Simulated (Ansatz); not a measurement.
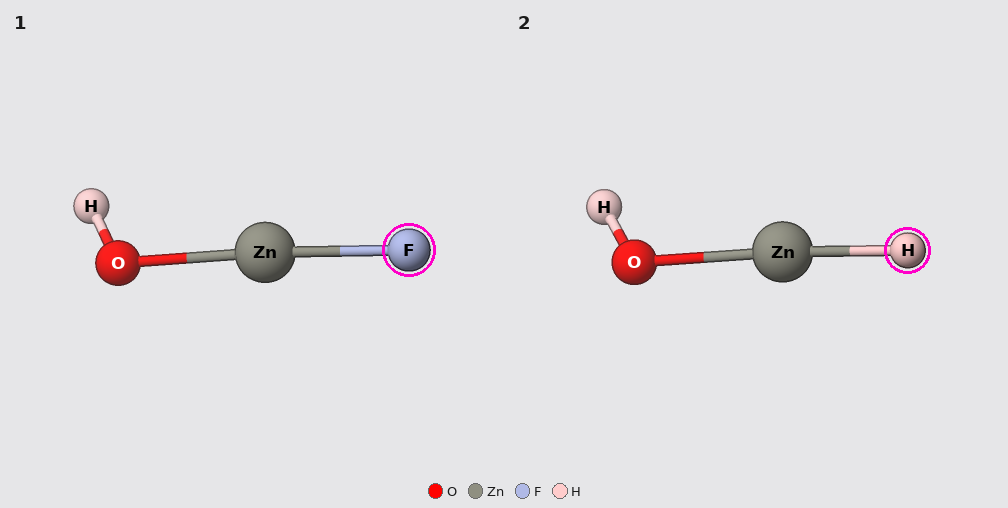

2 molecules with one skeleton, seen from the same side and at one scale; the atom that differs is circled. Each species is neutral and a spin singlet. Computed geometries: PBE0-D4/def2-TZVP optimisations, one conformation each. Properties computed with Ansatz 0.2.0.

One atom differs, called X below: F in panel 1, H in panel 2. Their formulas are FHOZn (`[OH][Zn][F]`), H2OZn (`[OH][ZnH]`).

### In which is the HOMO energy (Kohn–Sham orbital) higher (PBE-D4/def2-TZVPP)?

In panel 2 (X = H).

### In which is the HOMO–LUMO gap larger (PBE-D4/def2-TZVPP)?

In panel 2 (X = H).

Give the values. With PBE0-D4/def2-TZVP: length of X–Zn (Å), angle O–Zn–X (°), harmonic zero-point energy (kJ/mol). With PBE-D4/def2-TZVPP: dipole moment (D), HOMO energy (Kohn–Sham orbital) (eV), HOMO–LUMO gap (eV), vertical ionisation energy (eV).

```tsv
quantity	1 (F)	2 (H)	2 − 1
length of X–Zn (Å)	1.739	1.514	−0.225
angle O–Zn–X (°)	176.0	176.0	0.0
dipole moment (D)	1.95	1.34	−0.61
HOMO energy (Kohn–Sham orbital) (eV)	−7.13	−6.61	+0.52
HOMO–LUMO gap (eV)	4.73	5.43	+0.70
vertical ionisation energy (eV)	11.18	10.81	−0.37
harmonic zero-point energy (kJ/mol)	38.3	49.4	+11.1
```
